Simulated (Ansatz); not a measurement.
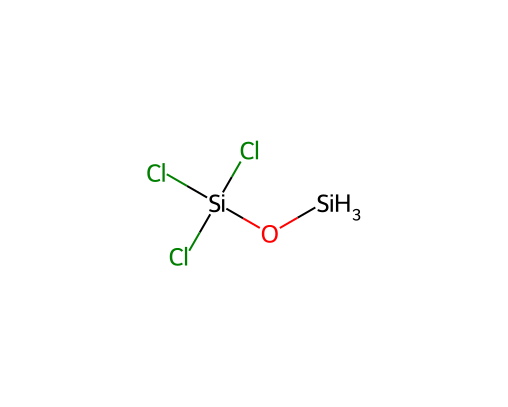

Computed geometry: PBE-D4/def2-SVP optimisation. No frequency run is at hand to confirm it as a minimum. Properties computed with RKS PBE-D4/def2-SVP (Ansatz 0.2.0).

Question: Estimate the dispersion correction.

Answer: −35.0 kJ/mol.

Question: Estimate the dipole moment.

Answer: 1.53 D.
